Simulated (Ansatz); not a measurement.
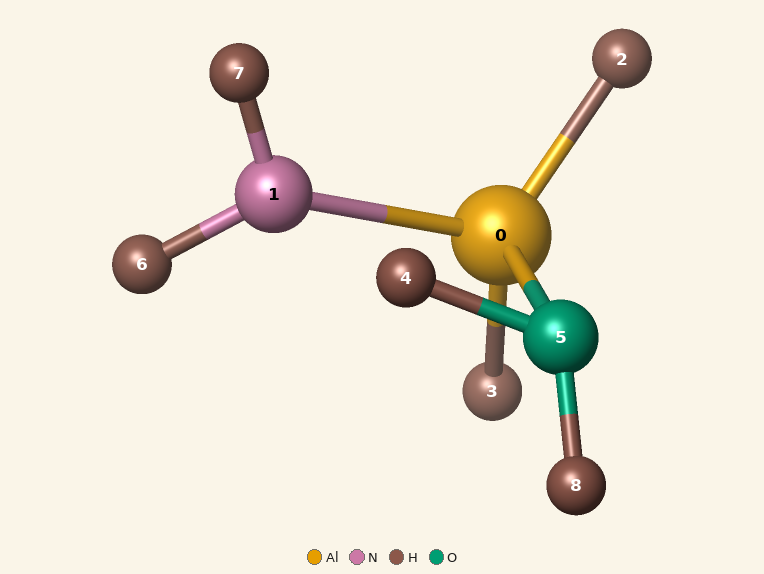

The picture shows the input geometry. Atoms are numbered from 0, in the order of the input.

Ansatz 0.2.0 input:

```yaml
crystal:
  periodic: [false, false, false]
  atoms:
    - {symbol: Al, position_ang: [-0.242278, -0.751526, 0.594344]}
    - {symbol: N, position_ang: [-0.494085, 1.034998, 0.048359]}
    - {symbol: H, position_ang: [-1.417449, -1.636399, 0.267732]}
    - {symbol: H, position_ang: [0.664080, -0.941288, 1.795897]}
    - {symbol: H, position_ang: [0.296378, 0.402221, -0.953963]}
    - {symbol: O, position_ang: [0.773220, -0.659808, -1.060214]}
    - {symbol: H, position_ang: [-0.115782, 1.876835, 0.597005]}
    - {symbol: H, position_ang: [-1.298438, 1.330589, -0.346872]}
    - {symbol: H, position_ang: [1.827962, -0.693864, -1.046876]}
basis:
  gaussian: {orbitals: def2-mTZVP}
hamiltonian: {xc: pbe0, dispersion: d4}
saddle:
  f_tol: 0.02
  max_steps: 40
  mode_guess:
    - [0.2467, -0.1949, -0.1886]
    - [0.1134, -0.0008, -0.1817]
    - [-0.0128, 0.0472, 0.0580]
    - [-0.0082, -0.0945, 0.0245]
    - [-0.4732, 0.5949, 0.3471]
    - [0.0269, -0.1963, 0.1599]
    - [0.0245, 0.0052, -0.1035]
    - [0.0524, -0.0403, -0.0995]
    - [0.0303, -0.1206, -0.0161]
```

Command:

```sh
ansatz run in.yaml --threads 2 --pin off --events-out ev --progress --plain --max-ram 4352MiB
```

Result (its end):

```
mean field -10226.97595030 eV, -375.8344340804 hartree, gradient 2.7e-6 eV, S^2 0.000000; 0 other end points of the search recorded, 0 dependent functions left out
the calculation of the forces begins
reference -10226.97598197 eV, -375.8344352442 hartree; 17, 17 occupied and 66, 66 virtual orbitals, 826 factors
826 factors; integrals over basis functions are off by at most 6.1e-4 eV
mean field -10226.97594493 eV, -375.8344338829 hartree, gradient 5.5e-6 eV, S^2 0.000000; 1 other end points of the search recorded, 0 dependent functions left out
the calculation of the forces begins
reference -10226.97597660 eV, -375.8344350467 hartree; 17, 17 occupied and 66, 66 virtual orbitals, 826 factors
saddle step  11: F+E_penalty+E_count = -10227.07942801 eV  max|allowed force component| = 3.318e-3 eV/Å  curvature = -5.2908 eV/Å² (error put at 0.0082; -5.2988 at half of saddle.amplitude)  mode residual = 4.69e-1 eV/Å²  Δτ_max = 0.0046 Å  (1 rotations, 45 force calls, 659 SCF iters)  order check (unasked): positive, curvature across the mode = +0.5489 eV/Å²; +0.4153 less its residual, +0.4148 less it at half of saddle.amplitude; error put at 0.0004 (34 force calls)  cluster: 3 rotations left out, max|force component along them| = 8.720e-7 eV/Å
Total energy: -10227.07945968 eV, -375.8382379798 hartree
Atom 0 at    -0.248099    -0.763460     0.545213 Å, force     0.000353     0.000095     0.002247 eV/Å
Atom 1 at    -0.489075     1.059169     0.014458 Å, force    -0.000404    -0.001975    -0.001477 eV/Å
Atom 2 at    -1.513125    -1.693149     0.306782 Å, force    -0.001976    -0.001596    -0.000548 eV/Å
Atom 3 at     0.749822    -0.930112     1.778257 Å, force     0.000492     0.001117     0.001805 eV/Å
Atom 4 at     0.412766     0.423322    -0.897456 Å, force    -0.000576     0.000557    -0.000117 eV/Å
Atom 5 at     0.800152    -0.637293    -1.065552 Å, force    -0.002179    -0.001335    -0.000962 eV/Å
Atom 6 at    -0.106391     1.808277     0.579174 Å, force    -0.002097    -0.000289     0.001431 eV/Å
Atom 7 at    -1.372772     1.373814    -0.368909 Å, force     0.003069     0.002525    -0.000144 eV/Å
Atom 8 at     1.760331    -0.678811    -0.996556 Å, force     0.003318     0.000900    -0.002235 eV/Å
Dipole moment:     0.250325     0.489014    -0.150528 e Å
```

Self-consistency was reached.
